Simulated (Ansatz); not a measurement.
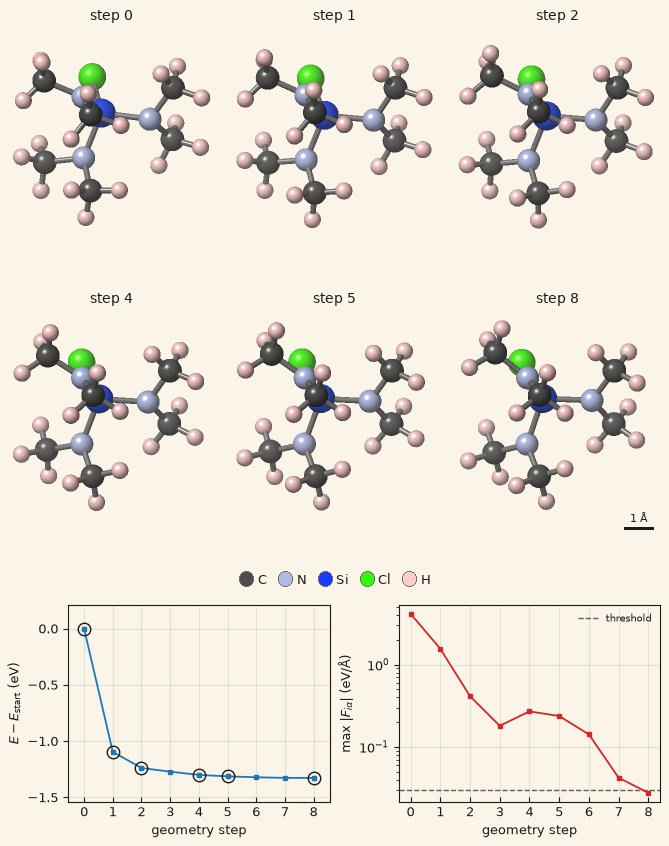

Frames of a relaxation of C₆H₁₈ClN₃Si (coarse preliminary run), marked on the history of the run. The picture is a ball-and-stick view, seen from a free direction.

The start comes from a force field.

Computed with RKS PBE-D4/def2-SVP in Ansatz. (force threshold 0.03 eV/Å; at most 200 steps)

Q: What happens along the run?

A: Over 8 geometry steps the energy falls by 1.327 eV. Largest force component: 4.2 eV/Å at the start, 0.028 eV/Å at the end. The atom that moves furthest after the best rigid fit is an H atom (0.86 Å). By element the largest moves are H 0.86 Å, Cl 0.60 Å, C 0.50 Å, Si 0.24 Å, N 0.18 Å. Some distances before and after: Cl–Si 1.977 → 2.109 Å, C–H 1.017 → 1.118 Å, C–H 1.056 → 1.117 Å, C–H 1.068 → 1.107 Å. Bond angles that change, for instance: N–Si–N 106.2° → 119.3°, Cl–Si–N 115.7° → 105.6°, H–C–H 116.5° → 108.0°. Groups turn about C–N by about 20°. The run took about 8 s of wall time on a shared GPU. From step 0 to 1: H atoms move most (0.19 Å), energy −1.095 eV. From step 1 to 2: an H atom moves most (0.18 Å), energy −0.144 eV. From step 2 to 4: an H atom moves most (0.28 Å), energy −0.061 eV. From step 4 to 5: H atoms move most (0.15 Å), energy −0.013 eV. From step 5 to 8: an H atom moves most (0.14 Å), energy −0.014 eV.

| step | E − E(0), eV | largest force component, eV/Å |
| --- | --- | --- |
| 0 | 0.0000 | 4.1509 |
| 1 | -1.0949 | 1.5587 |
| 2 | -1.2385 | 0.4145 |
| 3 | -1.2712 | 0.1807 |
| 4 | -1.2999 | 0.2706 |
| 5 | -1.3129 | 0.2375 |
| 6 | -1.3211 | 0.1422 |
| 7 | -1.3262 | 0.0423 |
| 8 | -1.3269 | 0.0277 |
